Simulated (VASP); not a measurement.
Band structure of Mg2Sn (antifluorite). Computed with vdW-DF-cx, VASP's PBE PAW potentials (set 64) (plane waves; VASP).

Unless said otherwise, spin-orbit coupling is left out, though it shifts the bands of the heavy elements here.

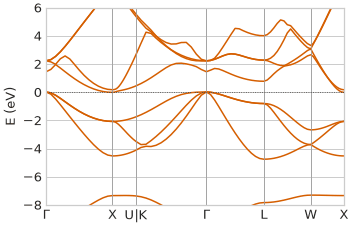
Figure: Bands along high-symmetry lines, zero at the valence-band maximum or, without a gap, the Fermi level

Q: Read the plot: is there a gap, and where are the band edges?

A: It has no gap at this level: it comes out as a metal or semimetal. (Edges off the drawn lines would not show.)

Measured: gap 0.36 eV (computed value off by -0.36 eV), as given by Byungki Ryu et al., Journal of the Korean Physical Society (2019), arXiv:1905.06140.

The compound is Mg2Sn in the antifluorite structure. It was relaxed first.
